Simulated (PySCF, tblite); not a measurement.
# C10H8: vibronic structure

Aim: compute the vibronic structure of C10H8 (`C#Cc1ccc(C=C)cc1`).

Programs: tblite 0.8.0 and PySCF 2.14.0, with routines of our own; each step states its level. All values are computed. Atoms count from 0.

### Step 1. The starting structure

18 atoms, charge 0, multiplicity 1; geometry from: force field or distance geometry start.

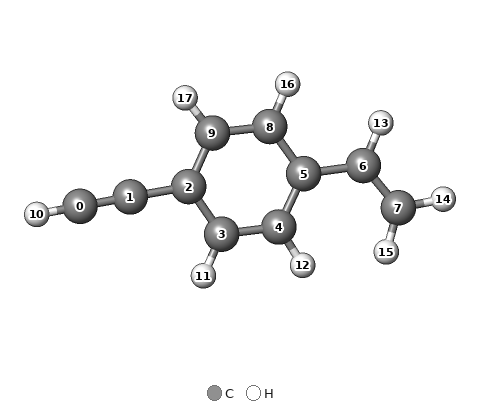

The starting geometry (carbon grey, hydrogen white).

### Step 2. Geometry optimisation with GFN2-xTB

The job: settings as JSON, then the geometry in Å.

```
{"job": {"kind": "relax", "xc": "GFN2-xTB", "basis": "xTB"}, "charge": 0, "multiplicity": 1}
C      4.335800     0.065900    -0.382700
C      3.108700    -0.039000    -0.318800
C      1.696200    -0.160900    -0.208200
C      0.998100     1.002600     0.134400
C     -0.378000     0.949800     0.261200
C     -1.082700    -0.215300     0.016300
C     -2.528700    -0.278100     0.126900
C     -3.279200     0.758600     0.465500
C     -0.363900    -1.367200    -0.335400
C      1.018600    -1.336900    -0.448400
H      5.392800     0.156200    -0.433400
H      1.521100     1.912700     0.332400
H     -0.870900     1.876500     0.542300
H     -3.032300    -1.217800    -0.065400
H     -4.370100     0.655200     0.531800
H     -2.898700     1.739500     0.689700
H     -0.877300    -2.298400    -0.526900
H      1.601700    -2.197100    -0.722100
```

Command:

```sh
$ OMP_NUM_THREADS=1 python excited_run.py task.json out
```

One launch serves the whole session: the jobs run in the order shown.

Standard output:

```text
step      E/eV     max force
  0    -690.40923    3.026
  1    -690.29186    7.789
  2    -690.50032    0.878
  3    -690.51342    0.438
  4    -690.52102    0.200
  5    -690.52640    0.216
  6    -690.52968    0.167
  7    -690.53253    0.153
  8    -690.53427    0.092
  9    -690.53559    0.085
 10    -690.53674    0.088
 11    -690.53770    0.086
 12    -690.53865    0.099
 13    -690.53976    0.106
 14    -690.54111    0.132
 15    -690.54256    0.123
 16    -690.54397    0.078
 17    -690.54524    0.078
 18    -690.54626    0.082
 19    -690.54690    0.054
 20    -690.54723    0.036
 21    -690.54744    0.040
 22    -690.54765    0.047
 23    -690.54788    0.043
 24    -690.54810    0.032
 25    -690.54830    0.035
 26    -690.54851    0.041
 27    -690.54874    0.041
 28    -690.54896    0.036
 29    -690.54915    0.035
 30    -690.54932    0.031
 31    -690.54951    0.040
 32    -690.54974    0.043
 33    -690.54998    0.035
 34    -690.55019    0.033
 35    -690.55036    0.028
 36    -690.55051    0.038
 37    -690.55068    0.043
 38    -690.55085    0.038
 39    -690.55097    0.025
 40    -690.55104    0.017
 41    -690.55108    0.017
 42    -690.55111    0.012
 43    -690.55113    0.008
```

Wall time 0.29 s (1 thread of Arm Neoverse V1, shared host).

Along the way: (not every step is listed) (the energy doesn't fall at every step)

```csv
step,energy from step 0 (eV),largest force (eV/Å)
0,0.0000,3.0261
1,0.1174,7.7887
2,-0.0911,0.8784
3,-0.1042,0.4377
4,-0.1118,0.1999
5,-0.1172,0.2160
6,-0.1205,0.1674
7,-0.1233,0.1527
8,-0.1250,0.0918
11,-0.1285,0.0862
14,-0.1319,0.1318
17,-0.1360,0.0778
20,-0.1380,0.0361
23,-0.1386,0.0431
26,-0.1393,0.0415
29,-0.1399,0.0348
32,-0.1405,0.0429
35,-0.1411,0.0279
38,-0.1416,0.0376
39,-0.1417,0.0250
40,-0.1418,0.0166
41,-0.1418,0.0165
42,-0.1419,0.0120
43,-0.1419,0.0084
```

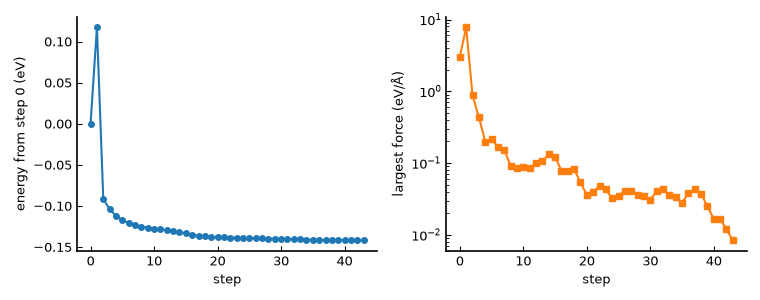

Energy and largest force along the relaxation.

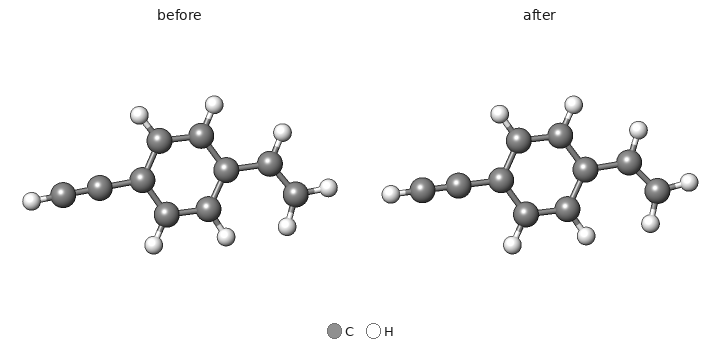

The geometry before (left) and after (right).

Close pairs (by a distance rule), those that changed most:

```csv
bond,before (Å),after (Å),change (Å)
C0–C1,1.233,1.201,-0.032
C7–H14,1.098,1.077,-0.021
C2–C9,1.378,1.395,+0.017
C4–C5,1.383,1.397,+0.014
C0–H10,1.062,1.049,-0.013
C3–H11,1.068,1.080,+0.012
C8–C9,1.387,1.378,-0.009
C1–C2,1.422,1.414,-0.008
```

The next job starts from the end point, and lists it.

### Step 3. Infrared spectrum with GFN2-xTB

The job: settings as JSON, then the geometry in Å.

```
{"job": {"kind": "ir", "xc": "GFN2-xTB", "basis": "xTB"}, "charge": 0, "multiplicity": 1}
C      4.332917    -0.028957    -0.404348
C      3.136329    -0.063083    -0.309772
C      1.727007    -0.101202    -0.197403
C      1.015553     1.046379     0.156804
C     -0.357203     1.007815     0.267219
C     -1.065942    -0.172050     0.028012
C     -2.515675    -0.262962     0.132374
C     -3.354701     0.712806     0.460724
C     -0.342352    -1.313931    -0.326765
C      1.030866    -1.285764    -0.438650
H      5.378228     0.000943    -0.487840
H      1.553311     1.964479     0.344660
H     -0.887110     1.905976     0.543981
H     -2.919478    -1.244703    -0.085760
H     -4.416259     0.541002     0.512422
H     -3.029851     1.713347     0.689655
H     -0.872385    -2.237324    -0.514643
H      1.577987    -2.176456    -0.711501
```

Standard output:

```text
mode    cm-1     km/mol
  1      24.1      0.00
  2      90.4      0.12
  3     117.3      0.05
  4     209.3      0.02
  5     237.4      0.15
  6     359.4      0.43
  7     365.1      0.04
  8     373.7      0.02
  9     448.0      0.72
 10     474.8      7.26
 11     502.0      0.84
 12     607.8      4.16
 13     608.6      1.52
 14     646.9      3.91
 15     671.7     14.86
 16     693.4      0.37
 17     716.0      3.78
 18     817.9     19.93
 19     843.7      0.02
 20     861.7      0.22
 21     888.4     16.52
 22     911.3      0.03
 23     921.7      0.07
 24    1004.1      2.66
 25    1011.4     15.41
 26    1035.9      2.79
 27    1142.2      0.15
 28    1190.7      0.06
 29    1209.1      0.06
 30    1256.8      0.02
 31    1271.3      1.22
 32    1305.0      2.45
 33    1337.6      0.71
 34    1405.0      0.23
 35    1419.6      0.72
 36    1485.4      0.75
 37    1553.5      0.18
 38    1591.8      0.62
 39    1674.5      2.06
 40    2254.6      0.07
 41    3043.1     32.11
 42    3069.0     28.81
 43    3081.0     24.74
 44    3086.9     46.76
 45    3097.7     23.49
 46    3110.1     24.79
 47    3130.5     51.83
 48    3394.9      4.59
```

It took 0.65 s on 1 thread of Arm Neoverse V1, shared host.

The strongest bands and the atoms that carry them (share of the mass-weighted mode):

```csv
cm⁻¹,km/mol,atoms
818,19.9,"H12 17 %, H11 14 %, C5 12 %, H17 12 %"
3043,32.1,H13 91 %
3069,28.8,"H16 80 %, H17 12 %"
3081,24.7,"H11 79 %, H12 12 %"
3087,46.8,"H17 80 %, H16 11 %"
3098,23.5,"H12 76 %, H11 12 %"
3110,24.8,"H14 48 %, H15 45 %"
3130,51.8,"H15 44 %, H14 44 %"
```

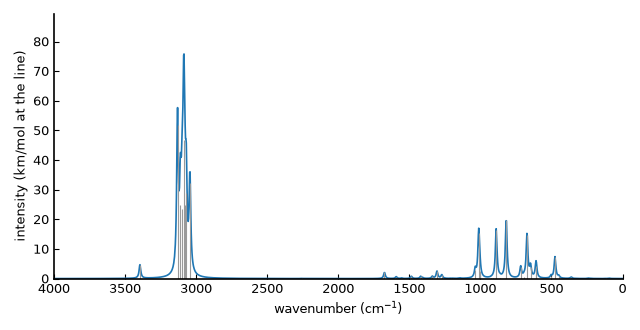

The infrared spectrum from these modes, unscaled. Lines are broadened to a width of 14 cm⁻¹ (Lorentzian).

### Step 4. Vibronic structure: TDDFT B3LYP/def2-SV(P)

Settings changed since step 3:

```diff
@@ -1,2 +1,2 @@
-{"job": {"kind": "ir", "xc": "GFN2-xTB", "basis": "xTB"}, "charge": 0, "multiplicity": 1}
+{"job": {"kind": "vib", "xc": "B3LYP", "basis": "def2-SV(P)", "tda": false}, "charge": 0, "multiplicity": 1}
 C      4.332917    -0.028957    -0.404348
```

Method: TDDFT B3LYP/def2-SV(P) vertical-gradient vibronic structure (displaced harmonic oscillators, Condon), gas phase.

Standard output:

```text
final grid: 71576 points
cycle   1  E = -385.4376632501  dE =  1.644e+00  |g| = 4.475e-01  |ddm| = 5.955e+00
cycle   2  E = -385.4497417527  dE = -1.208e-02  |g| = 4.064e-01  |ddm| = 1.419e+00
cycle   3  E = -385.4958498563  dE = -4.611e-02  |g| = 5.156e-02  |ddm| = 5.991e-01
cycle   4  E = -385.4960474451  dE = -1.976e-04  |g| = 4.436e-02  |ddm| = 1.214e-01
cycle   5  E = -385.4966010562  dE = -5.536e-04  |g| = 1.213e-02  |ddm| = 6.197e-02
cycle   6  E = -385.4966351596  dE = -3.410e-05  |g| = 4.124e-03  |ddm| = 1.393e-02
cycle   7  E = -385.4966394473  dE = -4.288e-06  |g| = 1.038e-03  |ddm| = 4.370e-03
cycle   8  E = -385.4966397224  dE = -2.751e-07  |g| = 1.893e-04  |ddm| = 1.262e-03
cycle   9  E = -385.4966397305  dE = -8.069e-09  |g| = 7.391e-05  |ddm| = 2.853e-04
cycle  10  E = -385.4966397320  dE = -1.489e-09  |g| = 2.496e-05  |ddm| = 1.226e-04
cycle  11  E = -385.4966397322  dE = -1.671e-10  |g| = 7.606e-06  |ddm| = 3.606e-05
converged SCF energy = -385.4966397322

Singlet excitations (eV, f): 4.516 (0.6449)  4.735 (0.0385)  5.122 (0.0000)  5.653 (0.0058)  5.748 (0.1682)  6.262 (0.0000)

State S1  4.5161 eV  f = 0.64489  H->L 0.92
  relaxed dipole 0.835 D, largest gradient of the excitation energy 0.0570 Eh/bohr
  mode    cm-1        S   lambda/meV  Raman
   38   1591.8    0.4383      86.5   1.000
   39   1674.5    0.1438      29.9   0.363
   40   2254.6    0.0925      25.9   0.423
   28   1190.7    0.1608      23.7   0.205
   37   1553.5    0.0711      13.7   0.155
   30   1256.8    0.0774      12.1   0.110
   19    843.7    0.1074      11.2   0.069
   31   1271.3    0.0660      10.4   0.096
    5    237.4    0.2515       7.4   0.013
   35   1419.6    0.0387       6.8   0.070
    8    373.7    0.1131       5.2   0.014
   34   1405.0    0.0170       3.0   0.030
  reorganisation energy 0.2451 eV, total S 1.678, 0-0 4.2709 eV
  absorption maximum 4.273 eV, width 0.254 eV

State S2  4.7350 eV  f = 0.03846  H-1->L 0.48, H->L+1 0.47
  relaxed dipole 0.216 D, largest gradient of the excitation energy 0.0390 Eh/bohr
  mode    cm-1        S   lambda/meV  Raman
   30   1256.8    0.2922      45.5   1.000
   31   1271.3    0.1600      25.2   0.560
   39   1674.5    0.1008      20.9   0.613
   19    843.7    0.1002      10.5   0.154
   40   2254.6    0.0300       8.4   0.330
   28   1190.7    0.0447       6.6   0.137
   35   1419.6    0.0240       4.2   0.105
   34   1405.0    0.0178       3.1   0.076
   26   1035.9    0.0160       2.1   0.037
   29   1209.1    0.0121       1.8   0.038
   32   1305.0    0.0109       1.8   0.040
    8    373.7    0.0336       1.6   0.010
  reorganisation energy 0.1402 eV, total S 0.944, 0-0 4.5948 eV
  absorption maximum 4.595 eV, width 0.186 eV

State S5  5.7485 eV  f = 0.16821  H->L+1 0.45, H-1->L 0.45
  relaxed dipole 0.336 D, largest gradient of the excitation energy 0.0451 Eh/bohr
  mode    cm-1        S   lambda/meV  Raman
   39   1674.5    0.2930      60.8   1.000
   30   1256.8    0.2690      41.9   0.517
   40   2254.6    0.0542      15.2   0.335
   31   1271.3    0.0943      14.9   0.185
   34   1405.0    0.0378       6.6   0.091
   35   1419.6    0.0327       5.7   0.080
   19    843.7    0.0536       5.6   0.046
    9    448.0    0.0757       4.2   0.019
   28   1190.7    0.0260       3.8   0.045
   37   1553.5    0.0188       3.6   0.055
   26   1035.9    0.0120       1.5   0.016
   29   1209.1    0.0083       1.2   0.015
  reorganisation energy 0.1706 eV, total S 1.024, 0-0 5.5778 eV
  absorption maximum 5.578 eV, width 0.040 eV

State T1  2.9105 eV  f = 0.00000  H->L 0.93
  relaxed dipole 0.262 D, largest gradient of the excitation energy 0.0807 Eh/bohr
  mode    cm-1        S   lambda/meV  Raman
   38   1591.8    0.9805     193.5   1.000
   39   1674.5    0.4049      84.1   0.457
   28   1190.7    0.3031      44.7   0.173
   40   2254.6    0.0664      18.6   0.136
   30   1256.8    0.1136      17.7   0.072
   35   1419.6    0.0954      16.8   0.077
   31   1271.3    0.0912      14.4   0.059
   37   1553.5    0.0465       9.0   0.045
   34   1405.0    0.0363       6.3   0.029
   29   1209.1    0.0392       5.9   0.023
    5    237.4    0.1668       4.9   0.004
   19    843.7    0.0466       4.9   0.013
  reorganisation energy 0.4370 eV, total S 2.594, 0-0 2.4736 eV
  absorption maximum 2.674 eV, width 0.618 eV
```

Wall time 44 s (1 thread of Arm Neoverse V1, shared host); peak memory 0.88 GiB.

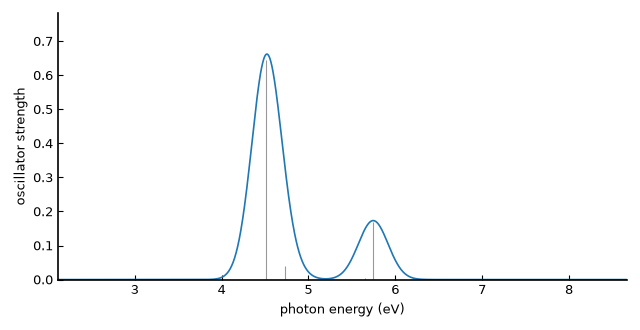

Absorption lines of the singlets. Lines are broadened to a width of 0.40 eV (Gaussian).

### Step 5. Vibronic structure: TDDFT B97-D/6-31G

Settings changed since step 4:

```diff
@@ -1,2 +1,2 @@
-{"job": {"kind": "vib", "xc": "B3LYP", "basis": "def2-SV(P)", "tda": false}, "charge": 0, "multiplicity": 1}
+{"job": {"kind": "vib", "xc": "B97-D", "basis": "6-31G", "tda": false, "temperature": 10, "grid": 3, "nbright": 3}, "charge": 0, "multiplicity": 1}
 C      4.332917    -0.028957    -0.404348
```

Method: TDDFT B97-D/6-31G vertical-gradient vibronic structure (displaced harmonic oscillators, Condon), gas phase.

Standard output:

```text
coarse grid: 15824 points
cycle   1  E = -385.4304285773  dE =  1.453e+00  |g| = 5.140e-01  |ddm| = 4.918e+00
cycle   2  E = -385.4217393369  dE =  8.689e-03  |g| = 5.515e-01  |ddm| = 1.429e+00
cycle   3  E = -385.5088563589  dE = -8.712e-02  |g| = 1.100e-01  |ddm| = 8.657e-01
cycle   4  E = -385.5119181812  dE = -3.062e-03  |g| = 5.001e-02  |ddm| = 2.033e-01
cycle   5  E = -385.5125120050  dE = -5.938e-04  |g| = 2.237e-02  |ddm| = 7.620e-02
cycle   6  E = -385.5126562792  dE = -1.443e-04  |g| = 5.847e-03  |ddm| = 2.812e-02
cycle   7  E = -385.5126653808  dE = -9.102e-06  |g| = 1.546e-03  |ddm| = 9.303e-03
final grid: 219648 points
cycle   8  E = -385.3980683226  dE = -5.538e-05  |g| = 5.023e-03  |ddm| = 6.491e-02
cycle   9  E = -385.3980469247  dE =  2.140e-05  |g| = 1.017e-02  |ddm| = 1.938e-02
cycle  10  E = -385.3980727524  dE = -2.583e-05  |g| = 3.337e-03  |ddm| = 1.455e-02
cycle  11  E = -385.3980757356  dE = -2.983e-06  |g| = 6.374e-04  |ddm| = 3.943e-03
cycle  12  E = -385.3980758452  dE = -1.097e-07  |g| = 1.719e-04  |ddm| = 9.252e-04
cycle  13  E = -385.3980758531  dE = -7.846e-09  |g| = 8.292e-05  |ddm| = 3.645e-04
cycle  14  E = -385.3980758551  dE = -2.064e-09  |g| = 1.092e-05  |ddm| = 1.219e-04
cycle  15  E = -385.3980758551  dE = -1.410e-11  |g| = 8.253e-06  |ddm| = 1.939e-05
converged SCF energy = -385.3980758551

Singlet excitations (eV, f): 4.371 (0.5353)  4.515 (0.0922)  4.716 (0.0000)  5.066 (0.0367)  5.408 (0.1259)  5.793 (0.0000)

State S1  4.3709 eV  f = 0.53530  H->L 0.81, H->L+1 0.09
  relaxed dipole 2.318 D, largest gradient of the excitation energy 0.0518 Eh/bohr
  mode    cm-1        S   lambda/meV  Raman
   38   1591.8    0.1718      33.9   1.000
   39   1674.5    0.1428      29.6   0.920
   40   2254.6    0.0814      22.8   0.951
   19    843.7    0.1300      13.6   0.213
   28   1190.7    0.0817      12.1   0.266
   37   1553.5    0.0610      11.7   0.338
   30   1256.8    0.0566       8.8   0.205
   31   1271.3    0.0411       6.5   0.153
    5    237.4    0.2075       6.1   0.027
   35   1419.6    0.0269       4.7   0.125
   34   1405.0    0.0193       3.4   0.088
   13    608.6    0.0434       3.3   0.037
  reorganisation energy 0.1669 eV, total S 1.196, 0-0 4.2039 eV
  absorption maximum 4.206 eV, width 0.044 eV

State S2  4.5149 eV  f = 0.09218  H-1->L 0.44, H->L+1 0.44, H->L 0.11
  relaxed dipole 0.203 D, largest gradient of the excitation energy 0.0374 Eh/bohr
  mode    cm-1        S   lambda/meV  Raman
   30   1256.8    0.2459      38.3   1.000
   39   1674.5    0.1383      28.7   0.998
   31   1271.3    0.1286      20.3   0.535
   40   2254.6    0.0349       9.8   0.457
   19    843.7    0.0882       9.2   0.162
   28   1190.7    0.0369       5.4   0.135
   35   1419.6    0.0270       4.7   0.140
    8    373.7    0.0593       2.7   0.021
   34   1405.0    0.0136       2.4   0.069
   11    502.0    0.0369       2.3   0.024
   13    608.6    0.0246       1.9   0.023
   29   1209.1    0.0117       1.8   0.044
  reorganisation energy 0.1371 eV, total S 0.951, 0-0 4.3779 eV
  absorption maximum 4.378 eV, width 0.038 eV

State S4  5.0656 eV  f = 0.03667  H-3->L 0.69, H->L+2 0.28
  relaxed dipole 1.463 D, largest gradient of the excitation energy 0.0659 Eh/bohr
  mode    cm-1        S   lambda/meV  Raman
   39   1674.5    0.4075      84.6   1.000
   40   2254.6    0.1420      39.7   0.632
   38   1591.8    0.1580      31.2   0.350
   19    843.7    0.1163      12.2   0.072
   28   1190.7    0.0748      11.0   0.093
   35   1419.6    0.0451       7.9   0.079
   37   1553.5    0.0340       6.6   0.072
   30   1256.8    0.0248       3.9   0.034
   33   1337.6    0.0181       3.0   0.028
   31   1271.3    0.0148       2.3   0.021
   11    502.0    0.0344       2.1   0.008
  reorganisation energy 0.2157 eV, total S 1.206, 0-0 4.8500 eV
  absorption maximum 4.850 eV, width 0.234 eV

State S5  5.4076 eV  f = 0.12588  H-1->L 0.46, H->L+1 0.42
  relaxed dipole 0.901 D, largest gradient of the excitation energy 0.0431 Eh/bohr
  mode    cm-1        S   lambda/meV  Raman
   39   1674.5    0.3371      70.0   1.000
   30   1256.8    0.2041      31.8   0.341
   40   2254.6    0.0420      11.7   0.226
   31   1271.3    0.0653      10.3   0.112
   38   1591.8    0.0419       8.3   0.112
   34   1405.0    0.0426       7.4   0.089
   19    843.7    0.0600       6.3   0.045
   35   1419.6    0.0281       4.9   0.060
    8    373.7    0.0990       4.6   0.015
   37   1553.5    0.0106       2.0   0.027
   26   1035.9    0.0102       1.3   0.012
    9    448.0    0.0184       1.0   0.004
  reorganisation energy 0.1671 eV, total S 1.069, 0-0 5.2405 eV
  absorption maximum 5.240 eV, width 0.040 eV

State T1  2.8833 eV  f = 0.00000  H->L 0.97
  relaxed dipole 0.083 D, largest gradient of the excitation energy 0.0737 Eh/bohr
  mode    cm-1        S   lambda/meV  Raman
   38   1591.8    0.8373     165.2   1.000
   39   1674.5    0.3438      71.4   0.454
   28   1190.7    0.2644      39.0   0.177
   40   2254.6    0.0701      19.6   0.168
   30   1256.8    0.0954      14.9   0.071
   35   1419.6    0.0812      14.3   0.077
   31   1271.3    0.0741      11.7   0.056
   37   1553.5    0.0388       7.5   0.044
   34   1405.0    0.0303       5.3   0.028
   19    843.7    0.0443       4.6   0.015
   29   1209.1    0.0309       4.6   0.021
    5    237.4    0.1474       4.3   0.004
  reorganisation energy 0.3759 eV, total S 2.225, 0-0 2.5075 eV
  absorption maximum 2.707 eV, width 0.432 eV
```

Run time: 87 s. Hardware: 1 thread of Arm Neoverse V1, shared host; peak memory 0.74 GiB.

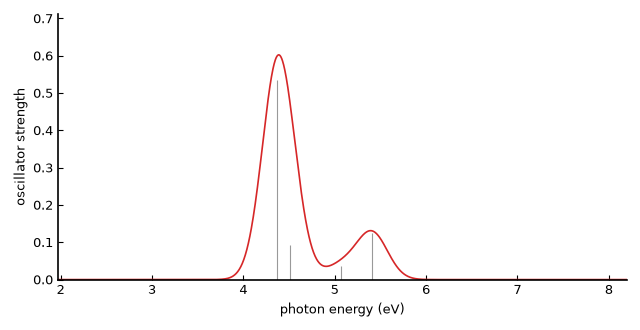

Absorption lines of the singlets. Lines are broadened to a width of 0.40 eV (Gaussian).

### Step 6. Outcome

| quantity | value |
| --- | --- |
| strongest single infrared mode (GFN2-xTB) | 3130 cm⁻¹, 52 km/mol |
| zero-point energy (GFN2-xTB) | 86.6 kcal/mol |
| S1: vertical, reorganisation, 0-0, total S (step 4, TDDFT B3LYP/def2-SV(P), modes from GFN2-xTB) | 4.52, 0.25, 4.27 eV; 1.7 |
| S2: vertical, reorganisation, 0-0, total S (step 4, TDDFT B3LYP/def2-SV(P), modes from GFN2-xTB) | 4.74, 0.14, 4.59 eV; 0.9 |
| S5: vertical, reorganisation, 0-0, total S (step 4, TDDFT B3LYP/def2-SV(P), modes from GFN2-xTB) | 5.75, 0.17, 5.58 eV; 1.0 |
| S1: vertical, reorganisation, 0-0, total S (step 5, TDDFT B97-D/6-31G, modes from GFN2-xTB) | 4.37, 0.17, 4.20 eV; 1.2 |
| S2: vertical, reorganisation, 0-0, total S (step 5, TDDFT B97-D/6-31G, modes from GFN2-xTB) | 4.51, 0.14, 4.38 eV; 1.0 |
| S4: vertical, reorganisation, 0-0, total S (step 5, TDDFT B97-D/6-31G, modes from GFN2-xTB) | 5.07, 0.22, 4.85 eV; 1.2 |

All 48 modes are real, so the xTB geometry is a minimum. The strongest single mode, at 3130 cm⁻¹, moves mainly H15 and H14. Unscaled tight-binding wavenumbers are off by several per cent, some by more. Its intensities can rank the bands wrongly. The vibronic model keeps the ground-state modes (from xTB) and shifts them along the gradient alone, so it can miss much of the relaxation that a full optimisation finds.
